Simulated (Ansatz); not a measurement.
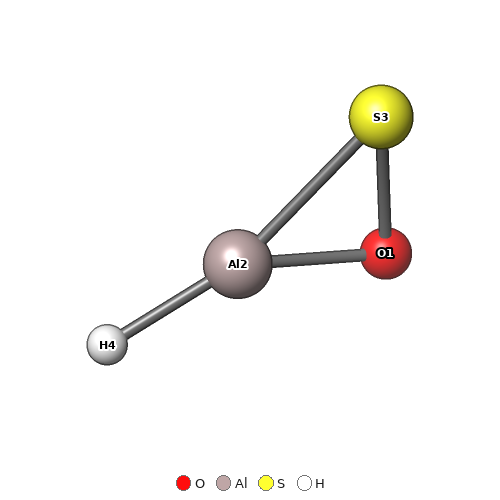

The system is AlHOS (SMILES [O]1[AlH][S]1) with the probe K+; the picture shows it without the atoms that are moved over the map. The probe is moved over a plane parallel to the molecule's main plane, 2.30 Å above it. The first coordinate is: x of the probe's K atom; the second: y of the probe's K atom. Nothing is relaxed (molecule and probe rigid). The scan uses an 11 × 9 grid. At 13 points there is no value (left out of the scan, as a rule where atoms come close). All energies are given in kcal/mol relative to the lowest grid point. Energies and slopes of some neighbouring points disagree (a jump in structure or state, or too coarse a mesh). Method: Ansatz 0.2.0, RKS B3LYP-D4/def2-TZVP.

Range: x of the probe's K atom from −3.45 to 3.45 Å; y of the probe's K atom from −2.76 to 2.76 Å.

What landscape does the calculation give?

Answer. The lowest grid point is at x of the probe's K atom = 0.69 Å, y of the probe's K atom = −2.07 Å [nearest 1 O at 2.71 Å]. The highest grid point, x of the probe's K atom = −2.07 Å, y of the probe's K atom = 1.38 Å [nearest 1 H at 2.32 Å], lies 48.2 kcal/mol above the lowest.

```csv
"y of the probe's K atom ↓, x of the probe's K atom →",−3.45,−2.76,−2.07,−1.38,−0.69,0.00,0.69,1.38,2.07,2.76,3.45
2.76,25.4,28.0,30.0,30.7,28.8,24.5,19.5,15.7,13.4,11.6,12.3
2.07,27.6,32.2,37.9,40.7,38.3,31.8,24.6,17.8,12.5,10.4,9.9
1.38,29.4,37.6,48.2,–,–,45.6,40.3,31.3,17.6,9.3,8.5
0.69,29.8,38.6,–,–,–,–,–,–,26.1,9.7,6.7
0.00,28.3,34.1,42.8,–,–,–,–,–,23.1,7.9,5.4
−0.69,25.7,27.8,30.7,33.1,32.8,27.5,21.8,17.5,9.8,4.3,4.8
−1.38,21.5,22.5,20.8,18.8,16.9,11.7,4.9,2.2,2.1,3.1,4.4
−2.07,19.0,17.2,15.6,11.0,6.9,3.0,0.0,0.2,2.2,3.0,5.7
−2.76,18.3,15.2,11.2,9.0,5.4,2.7,1.8,1.5,2.3,5.3,8.5
```

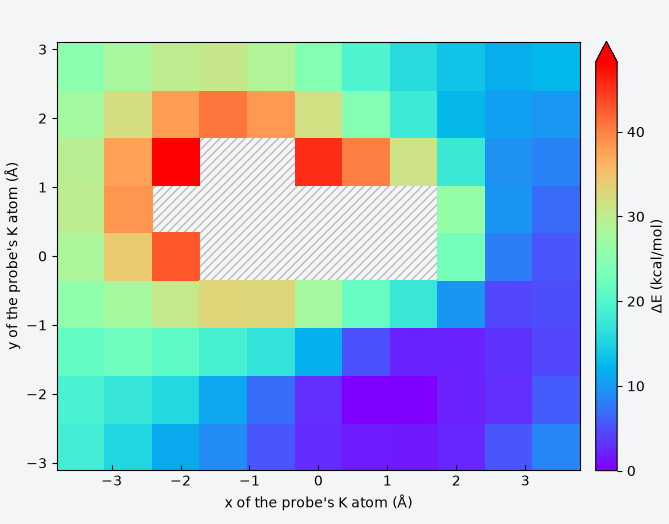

In the figure: one coloured cell a grid point, one colour for all values above the top of the scale, hatched blanks where no value was computed.

Time for the 86 points that were run: 11 min on 1 thread of Arm Neoverse V1, on a shared host.
